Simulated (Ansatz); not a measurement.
**C2H5OSi (SMILES C=C=[SiH][OH2+]) (charge +1): density, localisation and related maps**

```yaml
atoms:
  - { symbol: C, position_ang: [-0.7880, 1.8300, -0.8849] }
  - { symbol: C, position_ang: [-0.0492, 0.7418, -0.8388] }
  - { symbol: Si, position_ang: [1.3912, -0.2355, -0.5563] }
  - { symbol: O, position_ang: [1.8274, -1.0006, -2.2670] }
  - { symbol: H, position_ang: [-0.3801, 2.8547, -0.7802] }
  - { symbol: H, position_ang: [-1.8852, 1.7507, -1.0295] }
  - { symbol: H, position_ang: [1.1315, -1.5242, 0.1458] }
  - { symbol: H, position_ang: [1.3650, -1.7772, -2.6604] }
  - { symbol: H, position_ang: [2.2578, -0.4763, -2.9799] }
```

Theory: RKS BLYP-D4/def2-SVP (Ansatz 0.2.0).

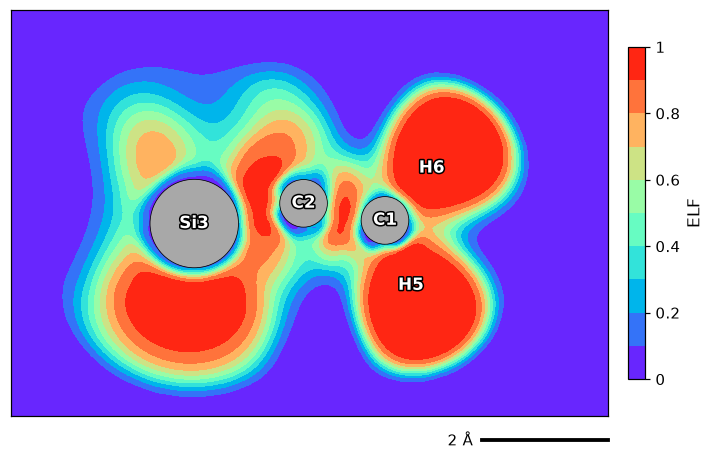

Figure 1. Electron localisation function on the plane of atoms C2, C1 and H5. Grey discs cover the atomic cores.

### What do the fields say about this system?

The section cuts through C, Si and H sites. C–C (1.32 Å): the ELF peaks at about 0.90 between the atoms; a multiple bond. C–Si (1.76 Å): the ELF peaks at about 0.95 between the atoms, as expected for localised, covalent bonding. C–H (1.11 Å): the ELF climbs to about 1 towards the hydrogen, as it does in any bond to H (an ordinary covalent bond to hydrogen). The ELF also peaks beside Si3, away from the bonds: lone-pair regions.

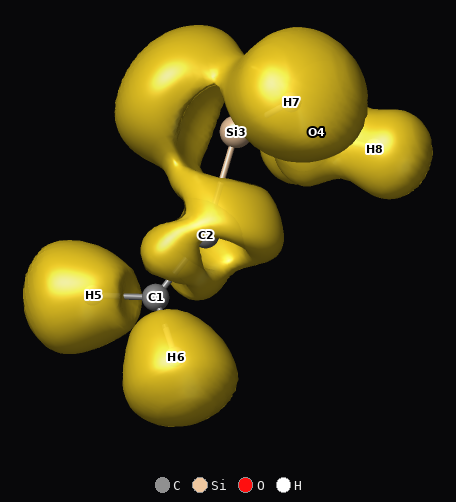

Figure 2. Isosurface of the ELF at 0.75 (yellow), seen at an oblique angle. Core shells and regions of very low density are left out.

### Describe the localisation domains.

At this value the surface marks out two regions around hydrogen nuclei, one joined region spread over several atoms (C, H, Si), in which their bonds and any lone pairs are merged and one joined region spread over several atoms (H, O), in which their bonds and any lone pairs are merged.

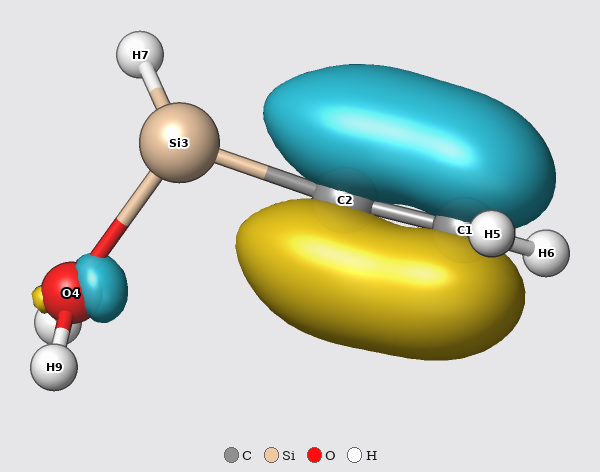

Figure 3. The HOMO−1 at ±0.15 Å⁻³ᐟ² (yellow and cyan are the two phases), seen at a tilt.

### Describe this orbital and give its energy.

It lies mainly on C2 (about 45 %) and C1 (about 40 %); π-bonding across C2–C1. Its energy is −12.09 eV.
